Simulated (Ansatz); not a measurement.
# One shape, several levels: quartet BH2SO

Aim: a comparison of 6 runs (U-r2SCAN/aug-cc-pVDZ, U-revPBE/aug-cc-pVDZ, UBHLYP/aug-cc-pVDZ, UCAM-B3LYP/aug-cc-pVDZ, USVWN5/aug-cc-pVDZ, UCCSD(T)/aug-cc-pVDZ) of quartet BH2SO. 

The results are computed with Ansatz 0.2.0.

52 further runs of the same task are left out: 52 set aside as unsound or not needed. Runs told in other sessions of the task aren't counted.

## (1) The structure to begin with

BH2SO: 5 atoms, total charge 0, spin state quartet. SMILES of the parent species: `O[B]S`. The shape is that of a PBE0-D4/def2-TZVP optimisation. This is one conformer, not always the lowest. That shape belongs to the parent species and isn't relaxed for this state.

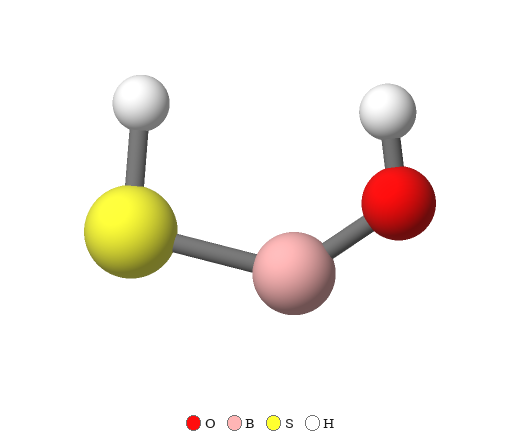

The structure, seen from a chosen angle (oxygen red, boron pink, sulfur yellow, hydrogen white).

## (2) The energy at U-r2SCAN/aug-cc-pVDZ (run 1)

Contents of molecule.yaml:

```yaml
crystal:
  periodic: [false, false, false]
  atoms:
    - {symbol: O, position_ang: [-1.294700, -0.054700, -0.435600]}
    - {symbol: B, position_ang: [-0.454300, 0.825600, 0.109700]}
    - {symbol: S, position_ang: [1.253800, 0.694200, 0.611100]}
    - {symbol: H, position_ang: [-0.947100, -0.940000, -0.604700]}
    - {symbol: H, position_ang: [1.492100, -0.598600, 0.278200]}
basis:
  gaussian:
    orbitals: aug-cc-pVDZ
magnetization:
  spin_polarized: true
  initial_magnetization: 3
hamiltonian:
  xc: {name: r2SCAN}
accuracy: high
output:
  orbitals: {seedname: orbitals}
```

Started as:

```sh
ansatz run molecule.yaml --threads 1 --pin off --max-ram 2610MiB --events-out events.jsonl --progress --plain --runs-dir runs
```

Log:

```text
Warning: RAYON_NUM_THREADS=1 ignored (pool sized by the plan → 1); use --threads N
Functional definition: r2SCAN
  name "r2SCAN"
  parameter k0 = 0.174
  parameter k1 = 0.065
  parameter a1 = 4.9479
  exchange = r2scan_x(k0 = k0, k1 = k1, a1 = a1)
  correlation = r2scan_c
1789 factors; integrals over basis functions are off by at most 3.5e-9 eV
mean field evaluation 1: about -13576.3854 eV, gradient 4.2e1 eV
mean field evaluation 2: about -13466.8724 eV, gradient 1.3e2 eV
mean field evaluation 4: about -13580.2643 eV, gradient 2.5e1 eV
mean field evaluation 8: about -13584.0235 eV, gradient 3.7e-1 eV
mean field evaluation 16: about -13584.0244 eV, gradient 5.9e-5 eV
mean field evaluation 32: about -13577.3997 eV, gradient 2.6e1 eV
mean field evaluation 64: about -13583.8115 eV, gradient 4.6e0 eV
mean field -13584.02435303 eV, -499.2036873913 hartree, gradient 6.0e-8 eV, S^2 3.760200; 6 other end points of the search recorded, 0 dependent functions left out
reference -13584.02438136 eV, -499.2036884326 hartree; 17, 14 occupied and 74, 77 virtual orbitals, 1789 factors
Total energy: -13584.02438136 eV, -499.2036884326 hartree
```

Run time: 24 s. Hardware: 1 thread of Arm Neoverse V2, shared host; peak memory 0.41 GiB.

## (3) A single-point energy at U-revPBE/aug-cc-pVDZ (run 2)

Contents of molecule.yaml:

```yaml
basis:
  gaussian: {orbitals: aug-cc-pVDZ}
crystal:
  periodic: [false, false, false]
  atoms:
    - {symbol: O, position_ang: [-1.294700, -0.054700, -0.435600]}
    - {symbol: B, position_ang: [-0.454300, 0.825600, 0.109700]}
    - {symbol: S, position_ang: [1.253800, 0.694200, 0.611100]}
    - {symbol: H, position_ang: [-0.947100, -0.940000, -0.604700]}
    - {symbol: H, position_ang: [1.492100, -0.598600, 0.278200]}
magnetization: {spin_polarized: true, initial_magnetization: 3}
hamiltonian: {xc: {name: revPBE}}
output: {orbitals: {seedname: orbitals}}
accuracy: high
```

Started as:

```sh
ansatz run molecule.yaml --threads 1 --pin off --max-ram 2610MiB --events-out events.jsonl --progress --plain --runs-dir runs
```

Log:

```text
Warning: RAYON_NUM_THREADS=1 ignored (pool sized by the plan → 1); use --threads N
Functional definition: revPBE
  name "revPBE"
  parameter kappa = 1.245
  parameter beta = 0.06672455060314922
  exchange = pbe_x(kappa = kappa, mu = beta*pi^2/3)
  correlation = pbe_c(beta = beta)
1789 factors; integrals over basis functions are off by at most 3.5e-9 eV
mean field evaluation 1: about -13574.6924 eV, gradient 4.4e1 eV
mean field evaluation 2: about -13429.4665 eV, gradient 1.4e2 eV
mean field evaluation 4: about -13574.6062 eV, gradient 3.8e1 eV
mean field evaluation 8: about -13582.0668 eV, gradient 1.1e1 eV
mean field evaluation 16: about -13583.4514 eV, gradient 3.2e-3 eV
mean field evaluation 32: about -13583.4514 eV, gradient 1.9e-7 eV
mean field evaluation 64: about -13583.3332 eV, gradient 1.1e0 eV
mean field evaluation 96: about -13583.4495 eV, gradient 1.1e-1 eV
mean field -13583.45141809 eV, -499.1826324207 hartree, gradient 1.1e-8 eV, S^2 3.755796; 8 other end points of the search recorded, 0 dependent functions left out
reference -13583.45142400 eV, -499.1826326381 hartree; 17, 14 occupied and 74, 77 virtual orbitals, 1789 factors
Total energy: -13583.45142400 eV, -499.1826326381 hartree
```

It took 27 s on 1 thread of Arm Neoverse V2, shared host; peak memory 0.3 GiB.

Runs 3 to 5 aren't shown in full; the table further down has their settings and results.

## (4) A single-point energy at UCCSD(T)/aug-cc-pVDZ (run 6)

Contents of job.yaml:

```yaml
basis:
  gaussian:
    orbitals: aug-cc-pVDZ
crystal:
  periodic: [false, false, false]
  atoms:
    - {symbol: O, position_ang: [-1.294700, -0.054700, -0.435600]}
    - {symbol: B, position_ang: [-0.454300, 0.825600, 0.109700]}
    - {symbol: S, position_ang: [1.253800, 0.694200, 0.611100]}
    - {symbol: H, position_ang: [-0.947100, -0.940000, -0.604700]}
    - {symbol: H, position_ang: [1.492100, -0.598600, 0.278200]}
magnetization:
  spin_polarized: true
  initial_magnetization: 3
correlation:
  method: ccsd_t
  frozen_orbitals: {B: 1, H: 0, O: 1, S: 5}
accuracy: high
scf:
  omitted_lower_state_checks: [cluster_reference, increment]
```

Started as:

```sh
ansatz run job.yaml --threads 1 --pin off --max-ram 2610MiB --events-out events.jsonl --progress --plain --runs-dir runs
```

Log:

```text
Warning: RAYON_NUM_THREADS=1 ignored (pool sized by the plan → 1); use --threads N
[... 15 lines left out ...]
7 core orbitals not correlated: weight in the atoms' cores, before any rotation towards them, 1.000 or more for the frozen orbitals, at most 0.000 for the correlated occupied ones
[... 38 lines left out ...]
Total energy: -13565.06942924 eV, -498.5071067902 hartree
Checks for a lower state left out: cluster_reference, increment
```

Run time: 51 s. Hardware: 1 thread of Arm Neoverse V2, shared host; peak memory 1 GiB.

## (5) All runs side by side

```
run                   level  frozen core orbitals  energy (Eh)  HOMO energy (eV)   ⟨S²⟩  wall time
  1    U-r2SCAN/aug-cc-pVDZ                     –  -499.203688             -1.80  3.760       24 s
  2    U-revPBE/aug-cc-pVDZ                     –  -499.182633             -1.62  3.756       27 s
  3      UBHLYP/aug-cc-pVDZ                     –  -499.221119             -3.42  3.760       13 s
  4  UCAM-B3LYP/aug-cc-pVDZ                     –  -499.238112             -3.74  3.757       18 s
  5      USVWN5/aug-cc-pVDZ                     –  -497.079924             -1.81  3.753       11 s
  6    UCCSD(T)/aug-cc-pVDZ                     7  -498.507107                 –  3.770       51 s
```

## (6) Outcome

| quantity | value |
| --- | --- |
| run 6: total energy | -498.50711 Eh |
| run 6: correlation energy (7 core orbitals frozen) | -424.2 mEh |
| run 6: (T) correction | -13.06 mEh |
| run 6: ⟨S²⟩ of the reference determinant | 3.770 |
| run 6: T1 diagnostic | 0.023 |

**Reading.** Totals of different functionals can't be ranked against each other. All runs together took 2.4 min, the longest 51 s.
